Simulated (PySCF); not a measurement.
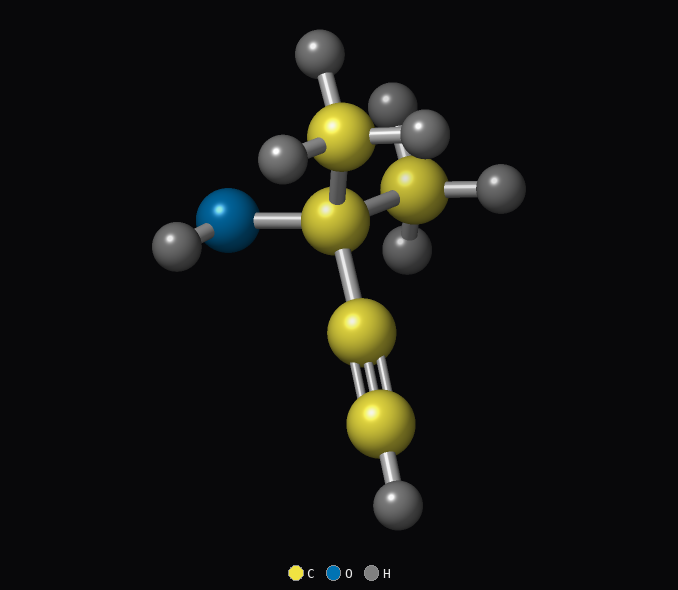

The geometry was computed by an optimisation with PBE0-D3(BJ)/def2-SVP. No frequency run is at hand to confirm it as a minimum.

Draw it as a skeletal formula.

SMILES: C#CC(C)(C)O

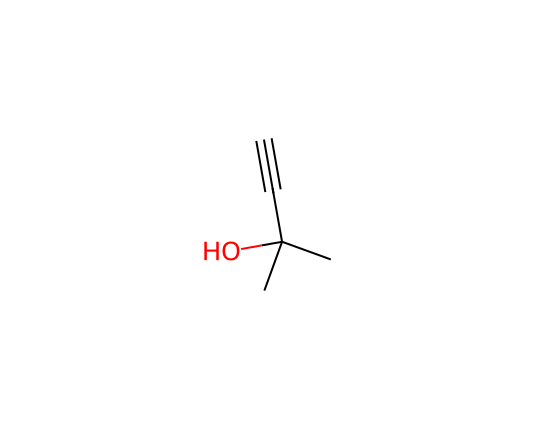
